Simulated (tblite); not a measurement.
**C$_{6}$H$_{9}$FO$_{2}$Si: geometry relaxation (part 1 of 2)**

- system: C$_{6}$H$_{9}$FO$_{2}$Si, SMILES CO[Si@@H]1CC(C(C)=O)=C1F
- method: GFN2-xTB geometry optimisation, gas phase (tblite 0.8.0)

It belongs to a series of runs on one base structure; here: H on C replaced by COCH3.

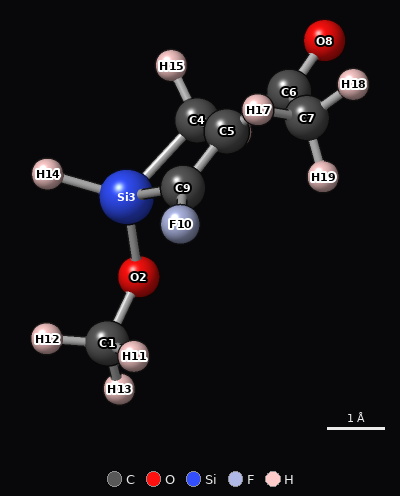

**Figure 1.** The structure as given in the input (ball-and-stick view, seen at a tilt; atoms are numbered from 1 in the order of the input).

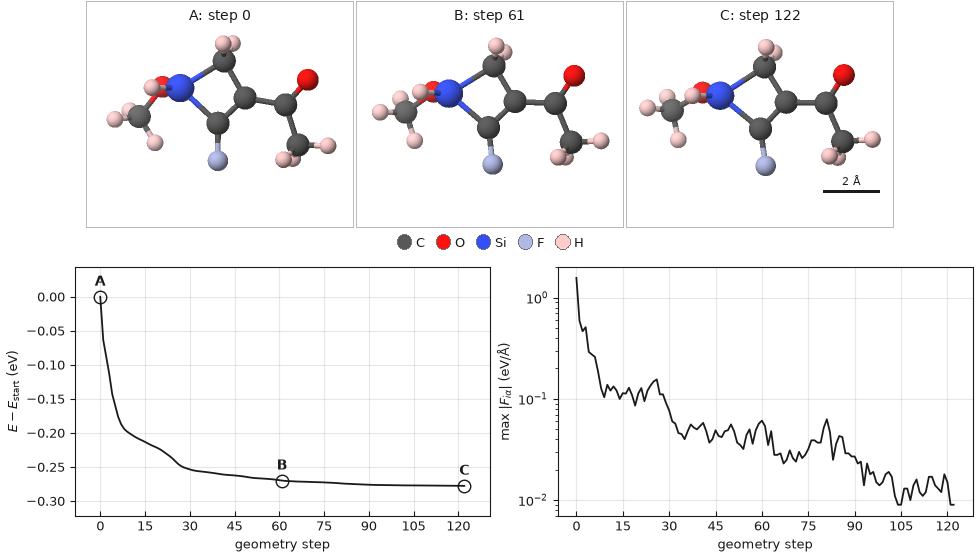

**Figure 2.** Frames of the relaxation (ball-and-stick view, seen at a tilt) above the curves, on which the letters mark them (steps are counted from 0).

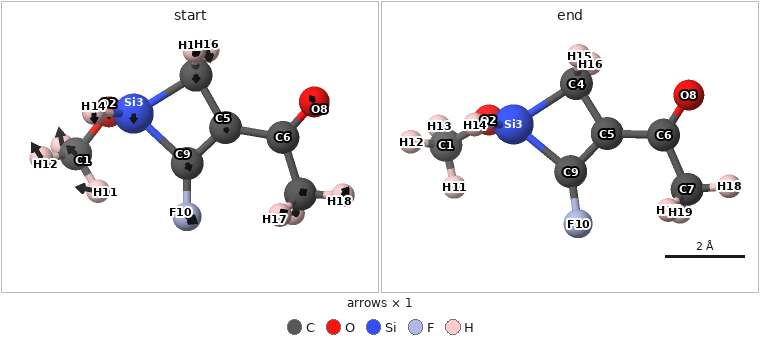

**Figure 3.** Before (left) and after (right) the relaxation, at one scale (ball-and-stick view, seen at a tilt). The black arrows give the displacements, at true length. The atom that moves furthest after the best rigid fit is H11 (0.66 Å). Largest moves by element: H 0.66 Å, F 0.42 Å, C 0.35 Å, Si 0.27 Å, O 0.22 Å. Among the contacts that change: O2–Si3 1.656 → 1.609 Å, Si3–C9 1.875 → 1.909 Å, C5–C6 1.502 → 1.468 Å, Si3–C4 1.883 → 1.910 Å. Among the angles that change: C1–O2–Si3 118.5° → 131.5°, C5–C9–F10 132.6° → 126.8°, Si3–C9–F10 132.3° → 138.1°. After 122 geometry steps the energy has fallen by 0.278 eV. Largest force component: 1.6 eV/Å at the start, 0.009 eV/Å at the end. (Atoms are counted from 1 in the order of the input.)

The input and output of the run follow.

### Input
```
{"job": {"kind": "relax", "xc": "GFN2-xTB", "basis": "xTB"}, "charge": 0, "multiplicity": 1}
C      3.318300     1.007700     0.099600
O      2.633800    -0.177000    -0.285600
Si     1.346000    -0.678500     0.627100
C      0.071700    -1.772200    -0.224300
C     -0.931900    -0.611800    -0.146500
C     -2.351600    -0.540100    -0.630200
C     -3.065200     0.779200    -0.456300
O     -2.923300    -1.489600    -1.135600
C     -0.203000     0.361300     0.443700
F     -0.491400     1.634100     0.794300
H      2.643700     1.878600     0.026800
H      3.720000     0.929100     1.114000
H      4.137500     1.166400    -0.582600
H      1.686800    -1.006200     2.026800
H     -0.200900    -2.658000     0.368100
H      0.358500    -2.101500    -1.208800
H     -3.130100     1.032800     0.612100
H     -4.083000     0.686900    -0.850600
H     -2.545500     1.567900    -0.996000
```

The first line tells a small driver script what to run in tblite; the rest is the geometry in Å.

Launched with:
```bash
OMP_NUM_THREADS=1 python <driver script> task.json out
```

### What the program printed
```
step      E/eV     max force
  0    -870.68964    1.597
  1    -870.75318    0.625
  2    -870.77778    0.556
  3    -870.80267    0.524
  4    -870.83241    0.332
  5    -870.84936    0.331
  6    -870.86594    0.289
  7    -870.87681    0.209
  8    -870.88361    0.158
  9    -870.88760    0.133
 10    -870.89073    0.139
 11    -870.89353    0.141
 12    -870.89620    0.182
 13    -870.89854    0.161
 14    -870.90060    0.119
 15    -870.90276    0.137
 16    -870.90511    0.116
 17    -870.90735    0.134
 18    -870.90932    0.114
 19    -870.91125    0.107
 20    -870.91354    0.130
 21    -870.91642    0.143
 22    -870.91962    0.134
 23    -870.92277    0.128
 24    -870.92627    0.152
 25    -870.93048    0.173
 26    -870.93474    0.157
 27    -870.93806    0.124
 28    -870.94020    0.124
 29    -870.94171    0.098
 30    -870.94312    0.085
 31    -870.94435    0.075
 32    -870.94521    0.068
 33    -870.94581    0.064
 34    -870.94630    0.059
 35    -870.94679    0.052
 36    -870.94734    0.067
 37    -870.94790    0.075
 38    -870.94850    0.067
 39    -870.94917    0.055
 40    -870.94988    0.065
 41    -870.95052    0.064
 42    -870.95101    0.052
 43    -870.95135    0.043
 44    -870.95165    0.044
 45    -870.95199    0.051
 46    -870.95241    0.050
 47    -870.95289    0.049
 48    -870.95347    0.056
 49    -870.95414    0.061
 50    -870.95487    0.067
 51    -870.95548    0.056
 52    -870.95591    0.040
 53    -870.95619    0.041
 54    -870.95644    0.038
 55    -870.95670    0.050
 56    -870.95703    0.057
 57    -870.95739    0.041
 58    -870.95779    0.051
 59    -870.95829    0.058
 60    -870.95893    0.069
 61    -870.95956    0.062
 62    -870.96002    0.041
 63    -870.96027    0.052
 64    -870.96048    0.038
 65    -870.96070    0.037
 66    -870.96094    0.030
 67    -870.96108    0.027
 68    -870.96119    0.031
 69    -870.96131    0.034
 70    -870.96148    0.029
 71    -870.96166    0.038
 72    -870.96180    0.037
 73    -870.96191    0.027
 74    -870.96204    0.028
 75    -870.96223    0.040
 76    -870.96244    0.044
 77    -870.96265    0.042
 78    -870.96285    0.037
 79    -870.96310    0.039
 80    -870.96342    0.065
 81    -870.96378    0.071
 82    -870.96408    0.051
 83    -870.96429    0.032
 84    -870.96447    0.036
 85    -870.96466    0.043
 86    -870.96487    0.044
 87    -870.96508    0.034
 88    -870.96527    0.033
 89    -870.96545    0.030
 90    -870.96563    0.032
 91    -870.96579    0.032
 92    -870.96592    0.026
 93    -870.96599    0.016
 94    -870.96605    0.025
 95    -870.96611    0.020
 96    -870.96621    0.020
 97    -870.96626    0.017
 98    -870.96632    0.017
 99    -870.96637    0.018
100    -870.96645    0.021
101    -870.96653    0.027
102    -870.96659    0.020
103    -870.96662    0.011
104    -870.96664    0.011
105    -870.96667    0.012
106    -870.96669    0.018
107    -870.96672    0.014
108    -870.96674    0.012
109    -870.96678    0.014
110    -870.96682    0.016
111    -870.96686    0.013
112    -870.96689    0.015
113    -870.96693    0.014
114    -870.96697    0.019
115    -870.96701    0.018
116    -870.96705    0.015
117    -870.96709    0.014
118    -870.96712    0.013
119    -870.96716    0.019
120    -870.96720    0.015
121    -870.96724    0.011
122    -870.96725    0.010
```

### Trajectory as extended XYZ (Å, eV, eV/Å), 12 of the 123 frames kept, from step=0 to step=122
```
19
Properties=species:S:1:pos:R:3:forces:R:3 step=0 energy=-870.68964
C     3.3183    1.0077    0.0996   -0.3750   0.0930  -0.0700
O     2.6338   -0.1770   -0.2856   -0.5660   0.0780   0.9240
Si    1.3460   -0.6785    0.6271    1.5740   0.1980   0.1810
C     0.0717   -1.7722   -0.2243   -0.3210  -0.1260   0.3740
C    -0.9319   -0.6118   -0.1465   -0.7030   0.3960  -0.2540
C    -2.3516   -0.5401   -0.6302    0.2240  -0.6710  -0.0720
C    -3.0652    0.7792   -0.4563   -0.1490  -0.0290   0.2720
O    -2.9233   -1.4896   -1.1356    0.4920   0.2630   0.2460
C    -0.2030    0.3613    0.4437    0.0010   0.0100   0.0510
F    -0.4914    1.6341    0.7943   -0.4230  -0.2800  -0.2310
H     2.6437    1.8786    0.0268    0.2130  -0.3260   0.1710
H     3.7200    0.9291    1.1140   -0.1750  -0.0100  -0.0990
H     4.1375    1.1664   -0.5826    0.2740  -0.0940  -0.3120
H     1.6868   -1.0062    2.0268    0.0320   0.1020  -0.2930
H    -0.2009   -2.6580    0.3681   -0.1910   0.3860  -0.3550
H     0.3585   -2.1015   -1.2088   -0.3570  -0.0180  -0.3610
H    -3.1301    1.0328    0.6121    0.1590   0.0180  -0.3830
H    -4.0830    0.6869   -0.8506    0.2470  -0.0130   0.0580
H    -2.5455    1.5679   -0.9960    0.0440   0.0210   0.1540
19
Properties=species:S:1:pos:R:3:forces:R:3 step=11 energy=-870.89353
C     3.3316    1.0085    0.0982    0.0730   0.0520  -0.0240
O     2.6272   -0.1703   -0.2056   -0.0260  -0.0110   0.0570
Si    1.3650   -0.6808    0.6651   -0.1210   0.0010  -0.0280
C     0.0464   -1.7410   -0.2385   -0.0250   0.0520   0.0080
C    -0.9270   -0.5750   -0.1499    0.0130   0.0100   0.0250
C    -2.3149   -0.5622   -0.6273    0.0180  -0.0250   0.0030
C    -3.0432    0.7491   -0.4533   -0.0180  -0.0290  -0.0220
O    -2.8329   -1.5417   -1.1183   -0.0300  -0.0230  -0.0230
C    -0.2084    0.3786    0.4686    0.0060   0.0090   0.0290
F    -0.6179    1.6293    0.7702    0.0550  -0.0470   0.0600
H     2.6759    1.8769    0.0323   -0.0300   0.0150   0.0030
H     3.7491    0.9641    1.1045    0.0200  -0.0220   0.0140
H     4.1370    1.1171   -0.6216    0.0890  -0.0460  -0.0990
H     1.7320   -1.0016    2.0402   -0.0260  -0.0140   0.0130
H    -0.3056   -2.6101    0.3172    0.0180   0.0790  -0.0870
H     0.2272   -2.0576   -1.2654    0.0120   0.0700   0.1130
H    -3.0869    1.0195    0.6002    0.0120  -0.0430  -0.0040
H    -4.0509    0.6618   -0.8473   -0.0450  -0.0030  -0.0210
H    -2.5137    1.5448   -0.9735    0.0060  -0.0250  -0.0160
19
Properties=species:S:1:pos:R:3:forces:R:3 step=22 energy=-870.91962
C     3.3771    0.9929    0.0719    0.0230   0.0400   0.0020
O     2.6153   -0.1666   -0.1499   -0.0380   0.0060   0.0220
Si    1.3414   -0.6547    0.7137   -0.0030  -0.0230   0.0170
C     0.0438   -1.6883   -0.2403   -0.0090  -0.0050   0.0070
C    -0.9418   -0.5419   -0.1270   -0.0330  -0.0260  -0.0040
C    -2.3241   -0.5839   -0.6340    0.0910   0.0840   0.0000
C    -3.0732    0.7142   -0.4783    0.0010   0.0530   0.0350
O    -2.7993   -1.5823   -1.1297    0.0290   0.0520   0.0380
C    -0.2342    0.3966    0.5289   -0.0880   0.0120  -0.0350
F    -0.6385    1.6348    0.8776   -0.0670   0.0100   0.0290
H     2.7593    1.8871    0.0008   -0.0950   0.0300  -0.0360
H     3.8344    0.9782    1.0594    0.0630  -0.0730   0.0800
H     4.1530    1.0383   -0.6865    0.0820  -0.0580  -0.0890
H     1.6763   -1.0264    2.0841    0.0010   0.0230   0.0040
H    -0.3306   -2.5753    0.2649    0.0850  -0.0350  -0.0670
H     0.2500   -1.9464   -1.2752    0.0160  -0.0430   0.0170
H    -3.1012    0.9785    0.5758   -0.0670   0.0190   0.0540
H    -4.0842    0.6479   -0.8689    0.0080  -0.0920  -0.0180
H    -2.5336    1.5065   -0.9914    0.0020   0.0270  -0.0550
19
Properties=species:S:1:pos:R:3:forces:R:3 step=33 energy=-870.94581
C     3.4402    0.9587    0.0351    0.0200  -0.0010   0.0090
O     2.5878   -0.1495   -0.0803    0.0060   0.0110  -0.0140
Si    1.3141   -0.6114    0.7882    0.0100  -0.0070  -0.0060
C     0.0754   -1.6300   -0.2502   -0.0290   0.0040  -0.0110
C    -0.9455   -0.5187   -0.0978   -0.0350   0.0140  -0.0090
C    -2.3135   -0.5701   -0.6256   -0.0460   0.0050  -0.0320
C    -3.1146    0.7008   -0.4957   -0.0080   0.0200   0.0030
O    -2.7635   -1.5744   -1.1351    0.0240  -0.0230   0.0050
C    -0.2842    0.4128    0.6121    0.0000  -0.0110   0.0020
F    -0.7519    1.6102    1.0205   -0.0210  -0.0110   0.0010
H     2.8757    1.8892   -0.0517    0.0070  -0.0210  -0.0050
H     3.9618    0.9534    0.9936   -0.0030  -0.0340   0.0090
H     4.1679    0.8981   -0.7742    0.0020   0.0070   0.0060
H     1.6086   -1.0221    2.1550    0.0460   0.0430   0.0120
H    -0.2774   -2.5646    0.1752    0.0030  -0.0150   0.0370
H     0.3189   -1.8246   -1.2912    0.0230   0.0300  -0.0170
H    -3.1922    0.9878    0.5505   -0.0120  -0.0190   0.0180
H    -4.1075    0.5535   -0.9130    0.0120   0.0150   0.0080
H    -2.6100    1.5103   -1.0197    0.0010  -0.0050  -0.0160
```
